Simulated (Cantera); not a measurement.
Feed: 1 mol Al, 41 mol H2O, 12 mol H2, at 42.8 Torr.

Cantera equilibrium calculation (NASA polynomials, part measured and part estimated; ideal gas, pure solids and liquids). Candidate condensed phases: Al, Al2O3, H2O; 19 gas species. Gases not in the tables: Al(OH)3. Equilibrium is a limit: real reactors are often held back by kinetics, nucleation or transport.

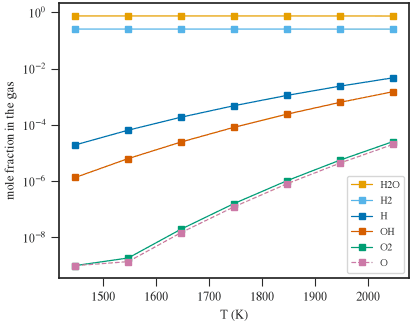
Equilibrium gas composition (values under 1e-9 drawn at 1e-9)

Q: Read off the mole fractions at 2048 K.

A: H2O about 0.74, H2 about 0.25, H about 0.0047, OH about 0.0015, O2 about 2.6e-5, O about 2.0e-5.
